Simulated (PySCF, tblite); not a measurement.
**C₃H₉F₃OSi₂: geometry, infrared bands and NMR shifts**

Aim: predict the infrared bands and NMR shifts of C₃H₉F₃OSi₂ (`FC(F)O[C@@H]([SiH3])[C@@H](F)[SiH3]`).

Programs: tblite 0.8.0 and PySCF 2.14.0, with density-fitted response routines of our own. Each step states its level of theory. These are calculated values for one molecule in the gas phase, unless marked as measured. Atoms are numbered from 0 throughout.

## 1. Starting geometry

18 atoms, charge 0, multiplicity 1; geometry from: force field or distance geometry start.

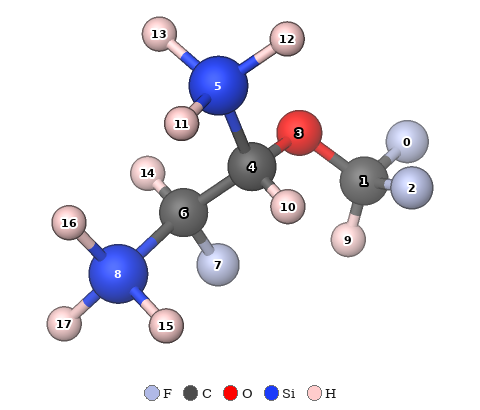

As it starts; fluorine light blue, carbon dark grey, oxygen red, silicon blue, hydrogen pink, atoms numbered.

## 2. Geometry optimisation with GFN2-xTB

The job: settings as JSON, then the geometry in Å.

```
{"job": {"kind": "relax", "xc": "GFN2-xTB", "basis": "xTB"}, "charge": 0, "multiplicity": 1}
F      3.018700    -1.721600     1.567000
C      1.996600    -0.816900     1.456600
F      2.561200     0.404000     1.617500
O      1.484000    -0.911000     0.141700
C      0.444600     0.053700    -0.113500
Si     0.634100     0.784300    -1.894300
C     -0.917400    -0.619600     0.147000
F     -0.851300    -1.131800     1.429500
Si    -2.464900     0.422700     0.111000
H      1.257000    -1.009300     2.252200
H      0.566500     0.909100     0.554400
H     -0.297600     1.926800    -2.045100
H      2.019600     1.272800    -2.103000
H      0.288100    -0.250400    -2.899700
H     -1.046800    -1.478900    -0.508700
H     -2.293900     1.643800     0.957200
H     -2.754300     0.867300    -1.277400
H     -3.652800    -0.338900     0.595900
```

Command:

```console
$ OMP_NUM_THREADS=1 python probes_run.py task.json out
```

This one command runs all jobs of the session in turn.

**Question.** This job is followed by: GFN2-xTB harmonic vibrations, gas phase; GIAO PBE0/pcSseg-1 NMR shielding, non-relativistic, gas phase. What will the session give for the following? strongest single infrared mode (GFN2-xTB); zero-point energy (GFN2-xTB); 13C shifts against TMS (PBE0/pcSseg-1); 1H shifts against TMS (PBE0/pcSseg-1, means over atoms taken as alike); 19F shifts against CFCl3 (PBE0/pcSseg-1); 17O shifts against H2O (PBE0/pcSseg-1); 29Si shifts against TMS (PBE0/pcSseg-1).

As calculated:

```
                                                              quantity                             value
                             strongest single infrared mode (GFN2-xTB)             2298 cm⁻¹, 437 km/mol
                                          zero-point energy (GFN2-xTB)                     69.0 kcal/mol
                                13C shifts against TMS (PBE0/pcSseg-1)             126.5, 96.1, 72.5 ppm
1H shifts against TMS (PBE0/pcSseg-1, means over atoms taken as alike)  6.84, 5.54, 4.47, 3.94, 3.94 ppm
                              19F shifts against CFCl3 (PBE0/pcSseg-1)         -99.1, -100.8, -223.0 ppm
                                17O shifts against H2O (PBE0/pcSseg-1)                         131.1 ppm
                               29Si shifts against TMS (PBE0/pcSseg-1)                  -72.2, -73.3 ppm
```

Over 109 steps the energy fell by 0.329 eV; of the close pairs, C1–O3 changed most, 1.414 to 1.342 Å. All 48 modes are real, so the xTB geometry is a minimum. The strongest single mode, at 2298 cm⁻¹, moves mainly H13. GFN2-xTB is a fitted tight-binding method: band positions and strengths are rough. Its intensities can rank the bands wrongly. H9 (hydrogen on an sp3 CH bonded to 2 F and O) lies farthest downfield among hydrogen, at 6.84 ppm; its carbon carries F and O, an electronegative neighbour. At PBE0/pcSseg-1: Shielding is most anisotropic at F2 (span 180 ppm, paramagnetic term -201 ppm).
